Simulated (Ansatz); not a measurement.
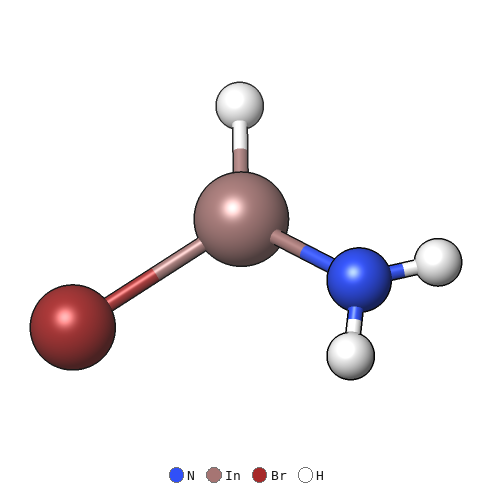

The geometry was computed by an optimisation with PBE0-D4/def2-TZVP. No frequency run is at hand to confirm it as a minimum.

Give the structural formula.

SMILES: [NH2][InH][Br]

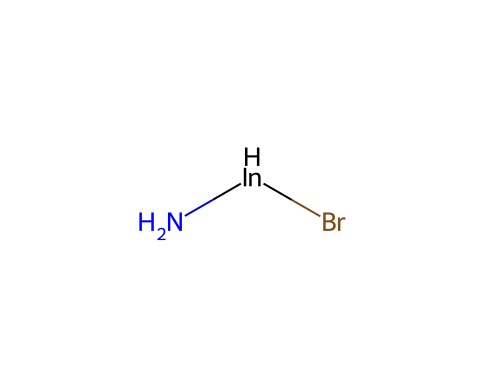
